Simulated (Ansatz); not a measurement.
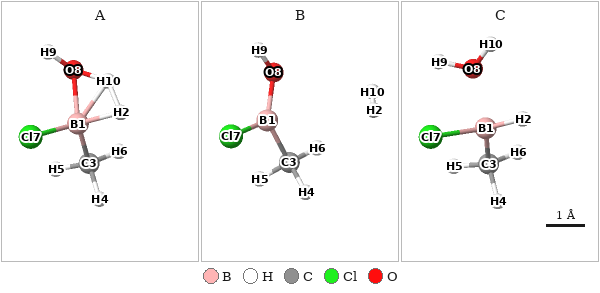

3 geometries from a converged minimum-energy path of CH6BClO, shuffled. The picture is a ball-and-stick view, seen from a free direction.

Level of theory: RHF/def2-SVP in Ansatz. Run with 7 movable images; climbing image; force threshold 0.05 eV/Å; iteration limit 60; starting path through a guess of the saddle point.

### Which of them lies highest in energy?

A. In order along the path, whose images run from 0 to 8: C (image 1, +1.3 kJ/mol), A (image 3, +156.7 kJ/mol), B (image 6, −97.6 kJ/mol). Breaking: B1–H2 (1.20 → 1.37 at the top → 4.34 Å), O8–H10 (0.95 → 1.23 at the top → 2.97 Å). Forming: B1–O8 (1.74 → 1.54 at the top → 1.34 Å), H2–H10 (2.45 → 1.02 at the top → 0.75 Å).

Limits of the set-up: Hartree-Fock leaves out electron correlation.
